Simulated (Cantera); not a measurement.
Charge: 1 mol CH3SiCl3, 0.062 mol C3H8, a varied amount of H2, equilibrated at 2573.15 K and 0.0150 bar.

Equilibrium computed with Cantera from the NASA thermochemical tables; the gas is ideal and each condensed phase is pure. Candidate condensed phases: C, C6H6, C7H8, C8H18, Si, SiC; 109 gas species. The feed counts by its element totals alone. The tables' values for SiCl are old estimates; treat these amounts as uncertain. The numbers say what is thermodynamically allowed, not how fast it happens.

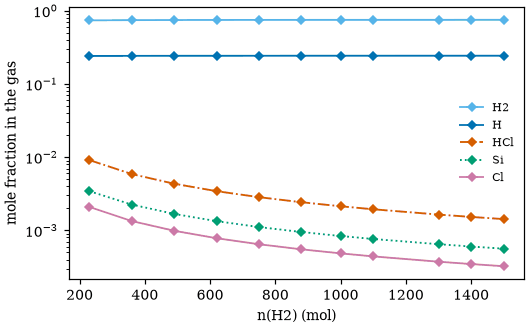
Figure: Equilibrium gas composition (values under 1e-9 drawn at 1e-9)

Question: Read off the mole fractions at 1100 mol H2.

Answer: H2 about 0.75, H about 0.24, HCl about 0.0019, Si about 0.00076, Cl about 0.00044.
